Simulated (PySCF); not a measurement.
Run report: C$_{8}$H$_{6}$ (charge +1), EPR calculation

C$_{8}$H$_{6}$, charge +1, multiplicity 2, SMILES C#CCCC#C[C]=[CH+], computed with UKS B3LYP, pcH-1 on C H, non-relativistic, mean-field spin-orbit, GIAO (PySCF 2.14.0).

It belongs to a series of runs on one base structure; here: electron removed.

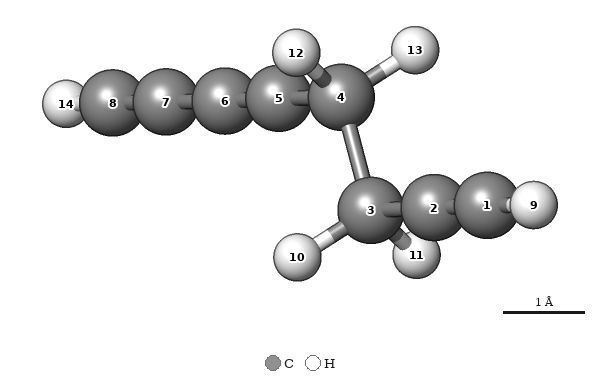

Fig. 1: The structure (ball-and-stick view, seen at a tilt; atoms are numbered from 1 in the order of the input).

### Input file
```
{"job": {"kind": "epr", "basis": "pcH-1"}, "charge": 1, "multiplicity": 2}
C     -3.886475    -0.285332    -0.311784
C     -2.719424     0.023480    -0.336529
C     -1.333945     0.390863    -0.367340
C     -0.420179    -0.651833     0.295921
C      0.957319    -0.307253     0.274575
C      2.138751     0.009898     0.244744
C      3.439646     0.334450     0.225000
C      4.619846     0.632085     0.205360
H     -4.908764    -0.537185    -0.299941
H     -1.221208     1.362646     0.130299
H     -1.037871     0.541045    -1.413532
H     -0.725881    -0.806403     1.340986
H     -0.544305    -1.626352    -0.198448
H      5.641812     0.889552     0.188523
```

The first line tells a small driver script what to run in PySCF; the rest is the geometry in Å.

Hardware: 1 CPU thread, shared host.

Command:
```bash
OMP_NUM_THREADS=1 python <driver script> task.json out
```

### The program's output
```
UKS, coarse grid
  cycle   1  E = -307.90876478  |g| = 2.87e-01
  cycle   2  E = -307.62842417  |g| = 6.33e-01
  cycle   3  E = -307.93584074  |g| = 1.53e-01
  cycle   4  E = -307.83398597  |g| = 3.18e-01
  cycle   5  E = -307.94340587  |g| = 1.12e-01
  cycle   6  E = -307.94979542  |g| = 8.43e-02
  cycle   7  E = -307.95820090  |g| = 1.46e-02
  cycle   8  E = -307.95734102  |g| = 3.71e-02
  cycle   9  E = -307.95793160  |g| = 2.59e-02
  cycle  10  E = -307.95783328  |g| = 2.79e-02
  cycle  11  E = -307.95785735  |g| = 2.74e-02
  cycle  12  E = -307.95816800  |g| = 2.06e-02
  cycle  13  E = -307.95852660  |g| = 6.09e-03
  cycle  14  E = -307.95856121  |g| = 1.58e-03
  cycle  15  E = -307.95856140  |g| = 1.57e-03
  cycle  16  E = -307.95856373  |g| = 4.28e-04
UKS, final grid
  cycle   1  E = -307.95854908  |g| = 2.66e-03
  cycle   2  E = -307.95828421  |g| = 1.68e-02
  cycle   3  E = -307.95855594  |g| = 1.90e-04
  cycle   4  E = -307.95855597  |g| = 1.01e-04
  cycle   5  E = -307.95855598  |g| = 4.62e-05
  cycle   6  E = -307.95855599  |g| = 3.14e-05
  cycle   7  E = -307.95855599  |g| = 2.69e-05
E = -307.95855599 Eh   <S^2> = 0.7581 (exact 0.7500)
g shifts (ppm)      1          2          3
  rmc          -143       -143       -143
  gc              0         33         32
  oz_so           1        505      78081
  total        -143        394      77971
hyperfine (MHz)  atom isotope    a_iso     a_fc   dipolar eigenvalues
    0   13C       6.14       6.14    -14.68    -13.33     28.00
    1   13C      -1.77      -1.77    -11.79     -7.83     19.63
    2   13C      -3.18      -3.18     -1.36     -0.09      1.44
    3   13C      -9.25      -9.25     -2.92     -1.36      4.28
    4   13C       9.65       9.65    -25.61    -22.25     47.86
    5   13C      -5.98      -5.98    -17.38    -11.22     28.60
    6   13C     -22.87     -22.87    -11.48      0.24     11.24
    7   13C      23.36      23.36    -30.52    -27.58     58.09
    8    1H     -13.03     -13.03     -6.78     -1.75      8.53
    9    1H      10.44      10.44     -2.49      0.95      1.53
   10    1H      10.42      10.42     -2.49      0.95      1.54
   11    1H      48.19      48.19     -3.62     -0.35      3.97
   12    1H      48.19      48.19     -3.63     -0.35      3.97
   13    1H     -29.34     -29.34    -13.67     -2.94     16.61
```

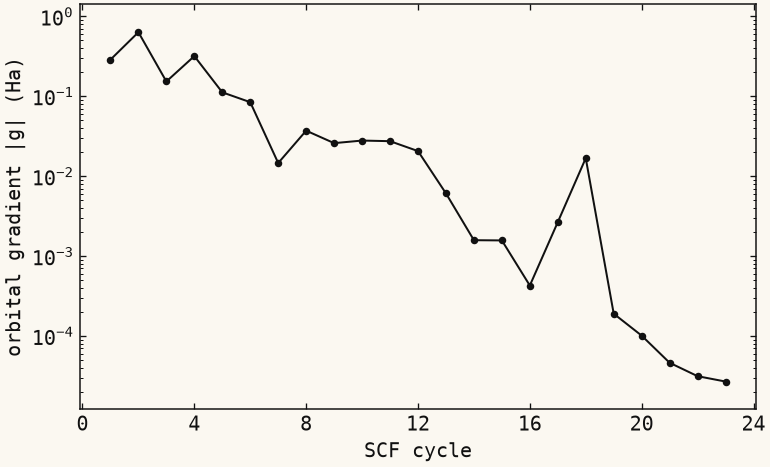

Fig. 2: Convergence of the self-consistent field: orbital gradient |g| against the SCF cycle. All cycles printed in the log are drawn one after another.

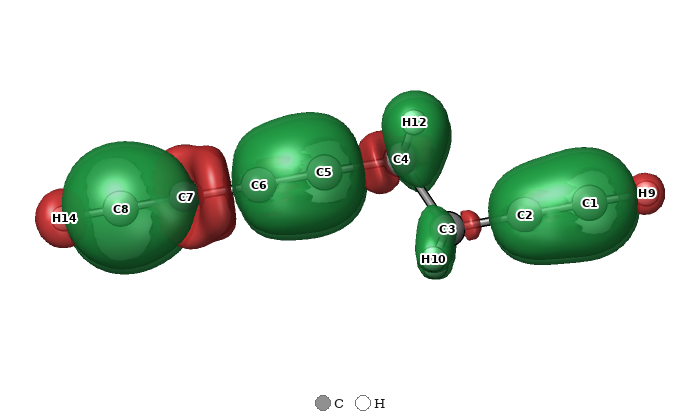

Fig. 3: Isosurfaces of the spin density at +0.004 (green) and −0.004 e/Å³ (red), seen face on. The unpaired spin (1 electron) lies mostly on C8 (about 0.3), C5 (about 0.2), C1 (about 0.1), C6 (about 0.1) and C2 (about 0.1), in electrons by Hirshfeld's partition.

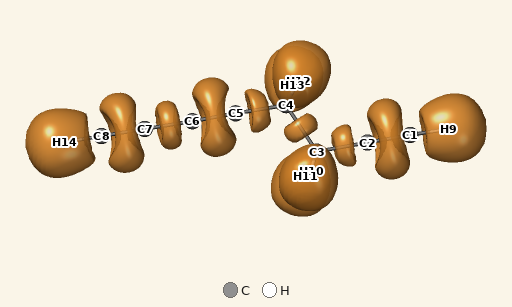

Fig. 4: Isosurface of the ELF at 0.75 (orange), seen at a tilt. Core shells and regions of very low density are left out. The ELF exceeds this value in seven regions between bonded C–C atoms (shared pairs) and six regions around hydrogen nuclei. Values along the shortest contacts: C–C (1.21 Å): the ELF peaks at about 0.85 between the atoms; a multiple bond by its length, whose ELF region spreads away from the axis.

### Key numbers

| quantity | value |
| --- | --- |
| outcome | converged |
| total energy | −307.958556 hartree |
| ⟨S²⟩ | 0.758 |
| isotropic g | 2.0284 |
| wall time | 60 s |
| peak memory | 0.9 GiB |

### Remarks

Checks after the run noted: orbitally degenerate or nearly so: second-order g, spin-orbit hyperfine and D do not apply.
